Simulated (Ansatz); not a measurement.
**What H interstitial (started 2.88 Å from the nearest host atom), symmetric start does to Sn**

The reference is a 16-atom supercell of Sn in the diamond structure (space group Fd-3m, No. 227; a = 6.655 Å) at its relaxed geometry.

Now apply this change: one H atom is added in an open site, starting 2.88 Å from the nearest host atom, atoms relaxed at fixed cell.

All numbers come from PBE (Ansatz, an electronic-structure program), no spin-orbit coupling. Γ-centred 5×5×5 mesh, Fermi–Dirac width 0.05 eV.

Final structure:

```xyz
17
Lattice="0.0000 6.6554 6.6554 6.6554 0.0000 6.6554 6.6554 6.6554 0.0000" Properties=species:S:1:pos:R:3 pbc="T T T"
Sn     1.6911     1.6911     1.6911
Sn     4.9643     4.9643     1.6911
Sn     4.9643     1.6911     4.9643
Sn     8.3220     4.9887     4.9887
Sn     1.6911     4.9643     4.9643
Sn     4.9887     8.3220     4.9887
Sn     4.9887     4.9887     8.3220
Sn     8.3220     8.3220     8.3220
Sn     0.0000     0.0000     0.0000
Sn     3.3277     3.3277    -0.0031
Sn     3.3277    -0.0031     3.3277
Sn     6.6585     3.3277     3.3277
Sn    -0.0031     3.3277     3.3277
Sn     3.3277     6.6585     3.3277
Sn     3.3277     3.3277     6.6585
Sn     6.6554     6.6554     6.6554
H      3.3277     3.3277     3.3277
```

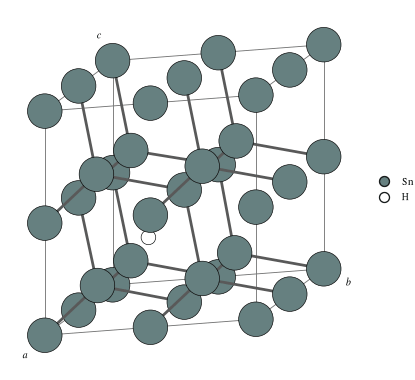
Figure: The relaxed cell after the change

The cell is small, so the values are those of an ordered compound at a high defect concentration; dilute-limit values will differ. The defect started on the symmetric site and kept its symmetry, so it may sit on a saddle. All final runs are without spin polarisation. The defect cell is not spin-polarised.
